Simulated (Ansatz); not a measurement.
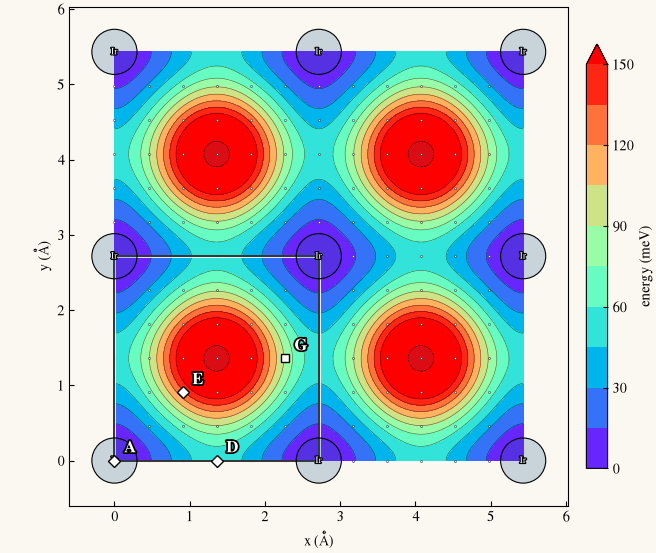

S on an Ir(100) slab cut from the Fm-3m phase, its upper half relaxed before the scan (12 atoms of substrate and one adsorbate in a 2 × 2 cell). 
- S is moved over the surface cell at a fixed height above a rigid substrate; the origin of the map has the adsorbate above Ir9; the height is held at 2.50 Å.
- Places are given modulo a cell vector. The map is drawn in real space over the plane of the surface.
- The scan uses a 6 × 6 grid; 10 points were computed and 26 follow by symmetry.
- Places are given in fractions of the 1 × 1 surface cell.
- Energies are in meV, from the lowest grid point.
- The runs have no spin polarisation, so an open-shell adsorbate far from the surface lies too high. At a fixed height the lowest place need not be the adsorption site.
- Level of theory: DFT PBE+D3(BJ), scalar-relativistic, plane waves, PAW (Ansatz 0.2.0). Settings: cutoff 420 eV, k-mesh 5×5×1, gaussian smearing 0.1 eV, no spin polarisation.

The picture shows filled contours, dots at the grid points, labelled circles for the atoms of the top layer and small ones for the second layer, the outline of one cell of the 2 × 2 shown, one colour for all values above the top of the scale, lettered points. Between grid points the surface is interpolated.

### Is G the lowest point of the computed grid?

No. G lies 88 meV above the lowest grid point, which is at the top site over a surface Ir atom, (0/6, 0/6) of the cell vectors.

### Rank the lettered points by energy, lowest first.

A (0 meV), D (54 meV), G (88 meV), E (130 meV).

### What kind of point is each of A, D, E, G: minimum, saddle, maximum or slope?

A: minimum; D: saddle point; E: on a slope; G: on a slope. (In these two coordinates alone; a stationary point may lie a little off the grid point.)

PAW datasets: the set soft_1.
